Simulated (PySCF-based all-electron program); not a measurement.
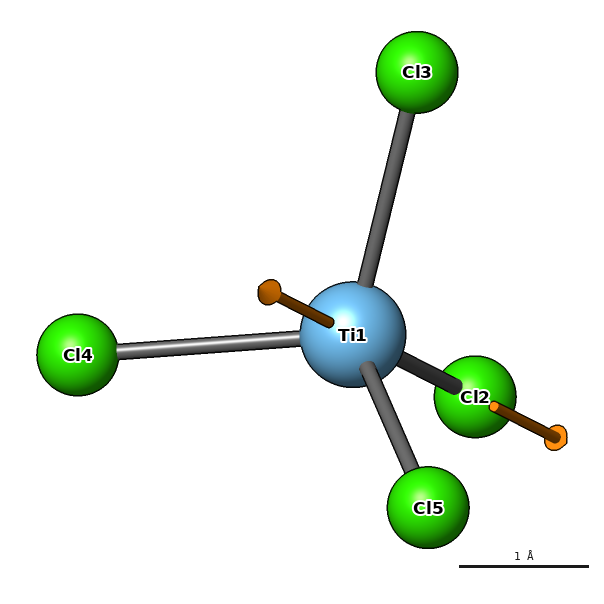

Arrows show the forces on the atoms, 0.2 Å of arrow for 1 eV/Å; forces under a tenth of the largest aren't drawn. Charge 0, singlet. Level of theory: r2SCAN, all-electron, scalar-relativistic (Koelling-Harmon), large uncontracted Gaussian sets (PySCF-based all-electron program).

Along which bond is the force strongest?

Ti1–Cl2, now 1.953 Å: the forces push its atoms apart, so a first step downhill lengthens it.

List the force components in the frame of the picture (x right, y up, z towards the viewer), in eV/Å.

```csv
atom,Fx,Fy,Fz
Ti1,−2.78,1.41,4.79
Cl2,2.87,−1.46,−4.94
Cl3,0.09,0.28,0.04
Cl4,−0.28,−0.03,−0.08
Cl5,0.10,−0.20,0.19
```
